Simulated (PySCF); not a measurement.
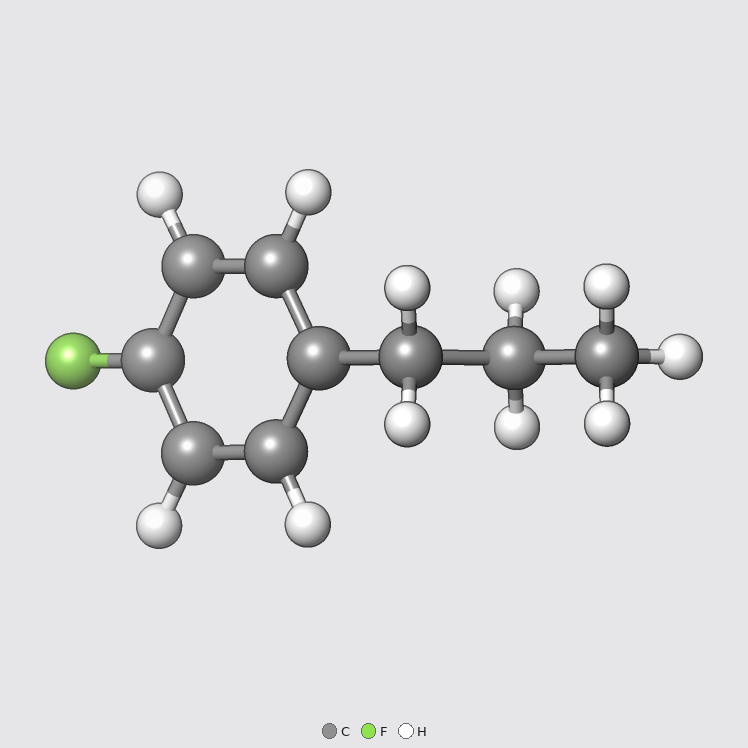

Rendered structure (ball-and-stick style). Every bond is drawn as one stick, whatever its order.

The computed structure is the end point of a PBE0-D3(BJ)/def2-SVP optimisation. No frequency run is at hand to confirm it as a minimum.

Identify the structure.

Formula C9H11F. Its SMILES string is `CCCc1ccc(F)cc1`. Independent rings (smallest set): 1 of 6 members, 1 of them aromatic. Among its groups: C–F bond. This geometry has Cs symmetry. Coordination: 3 C tetrahedral; 6 C trigonal planar.

The parts below concern this one geometry. Atoms keep their numbers from picture to picture.

### Geometry

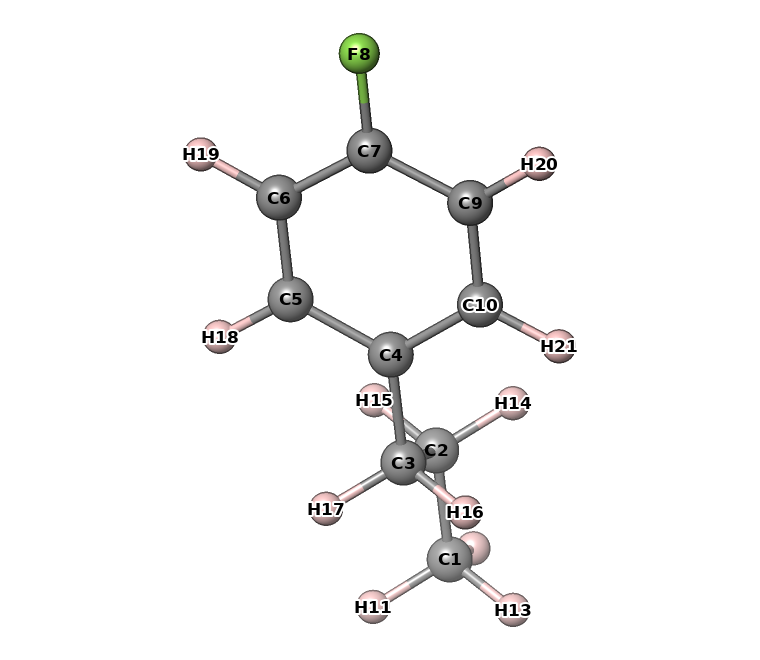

C2 lies behind C3. The molecule seen a little off the C3–C2 bond, C3 in front. Distant atoms are faded towards the background colour. No frequency run is at hand to confirm it as a minimum.

**What is the torsion angle C4–C3–C2–C1? The sign is positive where the front bond must turn clockwise to cover the back bond.**

180°, antiperiplanar (anti). The bonds about C3–C2 are staggered.

### NMR shielding

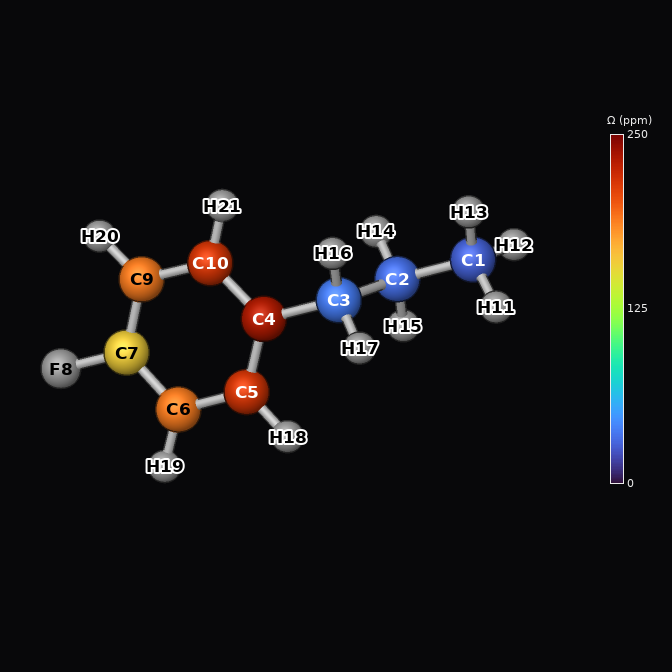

The C atoms are coloured by the span of their shielding tensor. No frequency run is at hand to confirm it as a minimum. Level of theory: GIAO PBE0/pcSseg-1 NMR shielding, non-relativistic, IEF-PCM tetrahydrofuran (PySCF 2.14.0). Principal shieldings σ11 ≤ σ22 ≤ σ33, span Ω = σ33 − σ11, skew κ = 3(σiso − σ22)/Ω.

Give the shielding tensors of the C atoms.

```
   atom    σ11    σ22    σ33   σiso      Ω      κ
     C1  158.0  159.9  186.8  168.2   28.8   0.87
     C2  140.0  143.6  173.2  152.3   33.2   0.78
     C3  129.3  133.3  168.1  143.6   38.8   0.79
     C4  −56.0   −2.6  174.9   38.8  230.9   0.54
C5, C10  −53.4   36.3  161.8   48.2  215.2   0.17
 C6, C9  −21.7   48.1  165.8   64.1  187.5   0.26
     C7  −71.5   33.3   86.5   16.1  157.9  −0.33
```

Shieldings and span in ppm.

### Ring current

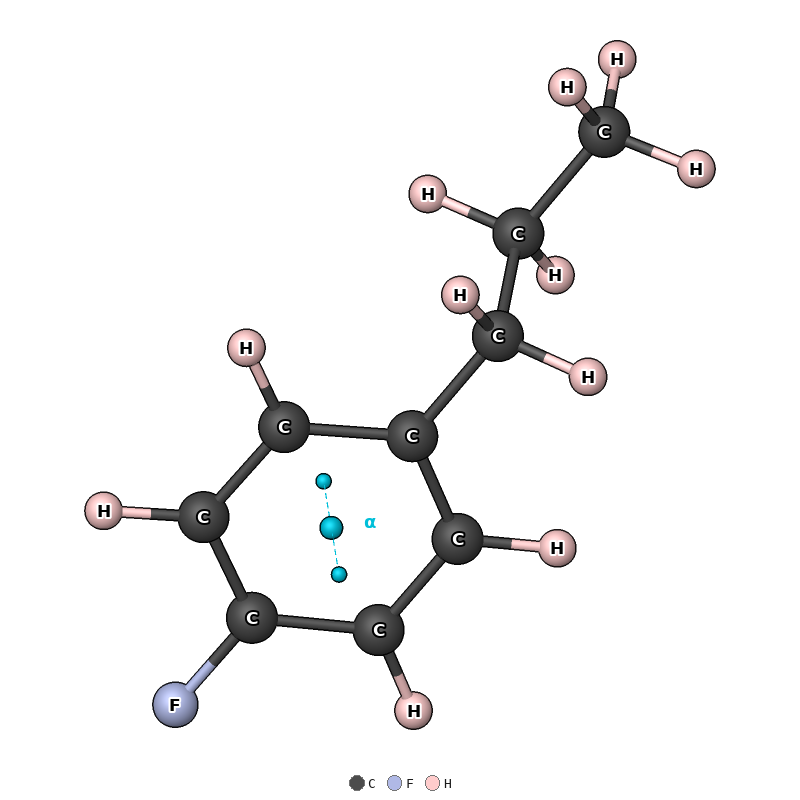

The small points mark where nucleus-independent chemical shifts (NICS) were computed: at the centre of each lettered ring and 1 Å above and below it. No frequency run is at hand to confirm it as a minimum. Properties computed with GIAO PBE0/pcSseg-1 NMR shielding, non-relativistic, IEF-PCM tetrahydrofuran (PySCF 2.14.0).

Give NICS(0), NICS(1) and the out-of-plane component NICS(1)zz for each ring (means of the two sides).

```tsv
ring	members	NICS(0)	NICS(1)	NICS(1)zz
α	C6	−10.2	−11.4	−27.4
```

Values in ppm.

**What do the values say about the ring currents?**

Ring α: diatropic, as in an aromatic ring. NICS is one index among several.

### Dipole moment

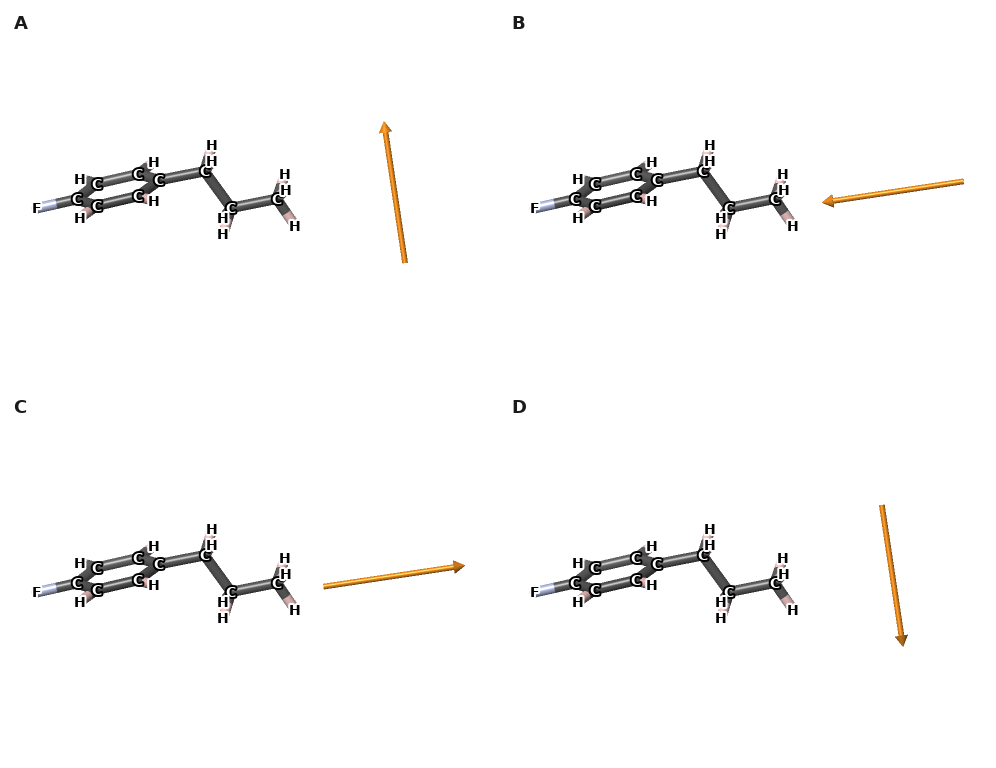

The same molecule four times, each with an arrow. No frequency run is at hand to confirm it as a minimum. Properties computed with PBE0/pcSseg-1 in tetrahydrofuran (IEF-PCM) (PySCF 2.14.0).

**Which arrow points along the dipole moment, from the negative to the positive end?**

C. The dipole moment is 2.32 D.
